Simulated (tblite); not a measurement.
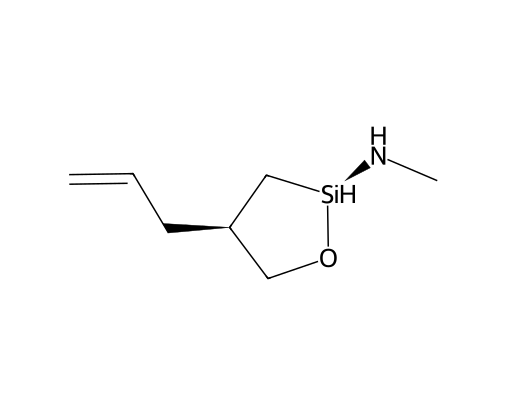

Simulated data, not a measurement (program: tblite).

Skeletal drawing of a molecule.

### Write the SMILES.

C=CC[C@@H]1CO[Si@H](NC)C1

### Give the formula, hydrogens included.

C7H15NOSi.

### An optimisation with GFN2-xTB gave a structure of which point group?

C1.
